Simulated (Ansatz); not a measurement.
TiSi$_{3}$W

The calculation's input:

```
crystal:
  lattice:
    - [4.5026649326, 0.0, 0.0]
    - [0.0, 4.5026649326, 0.0]
    - [0.0, 0.0, 4.5026649326]
  atoms:
    - { symbol: Ti, position: [0.5, 0.5, 0.5] }
    - { symbol: Si, position: [0.0, 0.5, 0.5] }
    - { symbol: Si, position: [0.5, 0.0, 0.5] }
    - { symbol: Si, position: [0.5, 0.5, 0.0] }
    - { symbol: W, position: [0.0, 0.0, 0.0] }
basis:
  ecutwfc: 420
kpoints:
  mp_grid: { grid: [8, 8, 8] }
  band_path:
    path:
      - [[0.0, 0.0, 0.0], [0.0, 0.5, 0.0], [0.5, 0.5, 0.0], [0.0, 0.0, 0.0], [0.5, 0.5, 0.5], [0.0, 0.5, 0.0]]
      - [[0.5, 0.5, 0.5], [0.5, 0.5, 0.0]]
    npoints: 14
hamiltonian:
  xc: pbe
scf:
  occupations: { method: gaussian, width: 0.1 }
  n_extra_bands: 12
output:
  forces: true
  stress: true
  eigenvalues: true
  populations: true
  dos: { projected: true, de: 0.02, nscf_kmesh: { grid: [10, 10, 10] } }
  bader: true
  write_density: true
  write_potential: true
  elf: true
  volumetric_format: npy
```

Run with:

```sh
ansatz run input.yaml --threads 1 --pin off --max-ram 2560MiB --backend cpu --events-out ev --progress --plain --runs-dir out
```

Below, planes, directions and counts refer to the conventional cell (a = 4.50 Å, b = 4.50 Å, c = 4.50 Å, α = 90.00°, β = 90.00°, γ = 90.00°).

Space group Pm-3m; a structure generated by program, which may or may not match a known phase; computed without spin polarisation.

Method: DFT PBE, scalar-relativistic, plane waves, PAW (Ansatz 0.2.0).

> What will maps of the valence pseudo-density and electron localisation function show?

Ti–Si (2.25 Å): the density is about 0.57 e/Å³ at the midpoint; the ELF peaks at about 0.80 in the valence shell of Si, 0.8 Å from its nucleus, and is about 0.50 at the midpoint.
Si–W (3.18 Å): the density is about 0.17 e/Å³ at the midpoint; the ELF peaks at about 0.65 in the valence shell of Si, 1.0 Å from its nucleus, and drops to about 0.15 between the two atoms.
Bader's partition of the density gives Ti +0.50, Si −0.32 and W +0.45 e.

> Which way does charge flow, and how much by Bader's partition?

Electrons move from Ti and W towards Si. Bader charges: Ti +0.50, Si −0.32 and W +0.45 e.

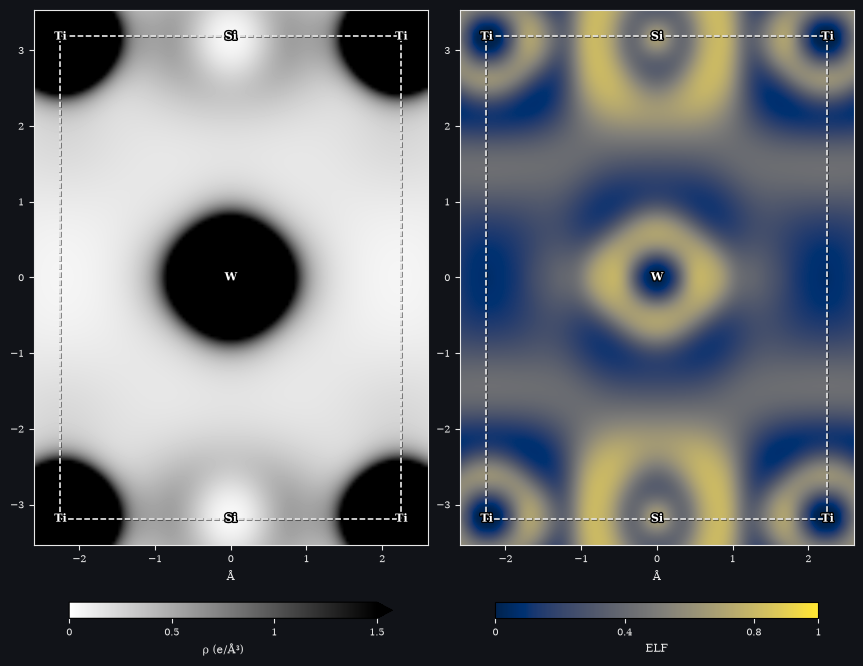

Computed valence pseudo-density and electron localisation function on the (011) plane of the conventional cell, in this order. 

Core electrons are frozen (PAW), and the valence fields are smoothed inside the atomic spheres.
